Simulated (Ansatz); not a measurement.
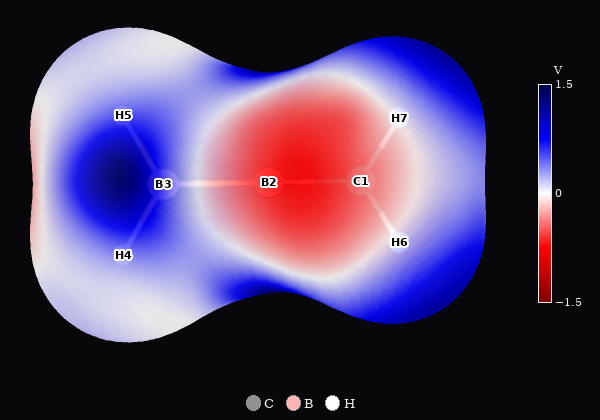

The picture shows: CH4B2 (SMILES BB=C). The electrostatic potential painted on the density surface at 0.002 e/bohr³, seen at a tilt; red is negative and blue positive.

Geometry: B3LYP-D4/def2-TZVP.

All numbers below come from isolated molecule in a Gaussian basis; Kohn-Sham density functional theory, functional PBE0 (Ansatz 0.2.0).

Input file:

```
crystal:
  periodic: [false, false, false]
  atoms:
    - symbol: C
      position_ang: [0.567979, -0.031829, -1.761165]
    - symbol: B
      position_ang: [-0.509787, -0.175909, -0.890901]
    - symbol: B
      position_ang: [-1.749474, -0.341784, 0.110243]
    - symbol: H
      position_ang: [-1.615889, -0.857051, 1.177247]
    - symbol: H
      position_ang: [-2.837593, 0.045706, -0.185828]
    - symbol: H
      position_ang: [1.568242, -0.375025, -1.517638]
    - symbol: H
      position_ang: [0.475529, 0.432612, -2.737556]
basis:
  gaussian:
    orbitals: def2-TZVPD
output:
  forces: true
  orbitals: {seedname: orbitals}
hamiltonian:
  xc: pbe0
```

Command:

```sh
ansatz run input.yaml --threads 2 --pin off --max-ram 4350MiB --events-out events.jsonl --progress --plain --runs-dir runs
```

### Describe the electrostatic potential map.

The most negative region (about −0.7 V) lies over C1, the most positive (about +1.3 V) over B2 and B3.

### How polar is the molecule by this calculation?

Its dipole moment is 0.51 D.
